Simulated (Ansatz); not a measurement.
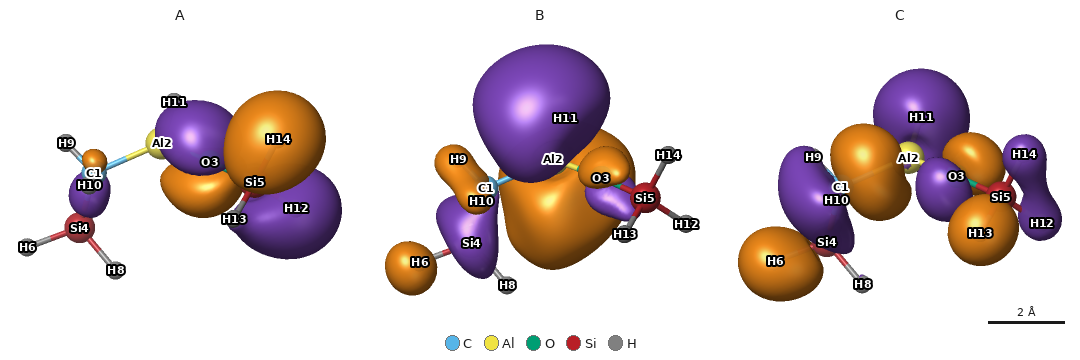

The picture shows: CH$_{9}$AlOSi$_{2}$ (SMILES [SiH3][CH2][AlH][O][SiH3]). Three frontier orbitals at ±0.06 Å⁻³ᐟ² (orange and purple are the two phases), in no order.

Geometry: B3LYP/6-31G*.

Computed with isolated molecule in a Gaussian basis; Kohn-Sham density functional theory, functional PBE0 in Ansatz.

```yaml
atoms:
  - { symbol: C, position_ang: [-1.0108, 0.2415, 1.6655] }
  - { symbol: Al, position_ang: [-0.9573, -0.8566, 0.0488] }
  - { symbol: O, position_ang: [0.1696, -0.5040, -1.1851] }
  - { symbol: Si, position_ang: [-0.0292, -0.4477, 3.1193] }
  - { symbol: Si, position_ang: [1.2899, -0.0973, -2.3139] }
  - { symbol: H, position_ang: [-0.1501, 0.3916, 4.3448] }
  - { symbol: H, position_ang: [-0.4984, -1.8205, 3.4635] }
  - { symbol: H, position_ang: [1.4175, -0.5437, 2.7736] }
  - { symbol: H, position_ang: [-2.0596, 0.3359, 1.9827] }
  - { symbol: H, position_ang: [-0.6385, 1.2506, 1.4442] }
  - { symbol: H, position_ang: [-1.9280, -2.0862, -0.1877] }
  - { symbol: H, position_ang: [2.2740, -1.1996, -2.4952] }
  - { symbol: H, position_ang: [2.0345, 1.1286, -1.9093] }
  - { symbol: H, position_ang: [0.6348, 0.1725, -3.6236] }
```

**Order the three orbitals by energy and name them.**

A is the HOMO−1 (−8.75 eV). It lies mainly on O3 (about 30 %), Si5 (about 25 %), H14 (about 20 %) and H12 (about 15 %). C is the HOMO (−7.96 eV). Its weight (Hirshfeld) is mainly on C1 (about 25 %), H11 (about 15 %), Al2 (about 15 %), O3 (about 15 %) and Si4 (about 5 %). B is the LUMO (−0.95 eV). Its weight (Hirshfeld) is mainly on Al2 (about 65 %), Si4 (about 10 %) and H11 (about 5 %).

**What is the HOMO–LUMO gap?**

7.01 eV between the orbital energies.
